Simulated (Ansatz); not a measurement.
The starting structures come from a database of crystals and need not be the phases stable at ambient conditions.

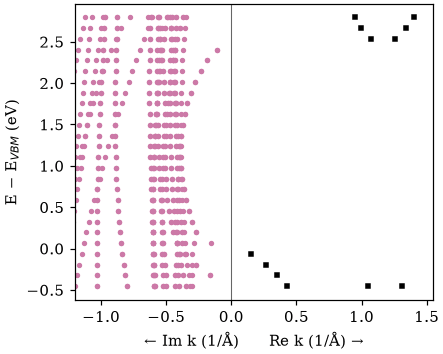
Figure: Complex bands at the centre of the two-dimensional zone; r2SCAN run with Ansatz (a quantum-chemistry and plane-wave program)

The gap is the functional's own, uncorrected, and κ follows it; spin-orbit coupling is left out. Mid-gap values are interpolated between the computed energies.

Q: This is HfNCl (R-3m, not sure to be the ambient phase, 6 atoms a cell, 17.0 Å³ an atom) along the normal of (110). Read off the slowest decay at the centre of the two-dimensional zone at 1.24 eV, the computed energy nearest the middle of the gap.

A: κ ≈ 0.39 1/Å, a decay length 1/(2κ) of the density of 1.3 Å.
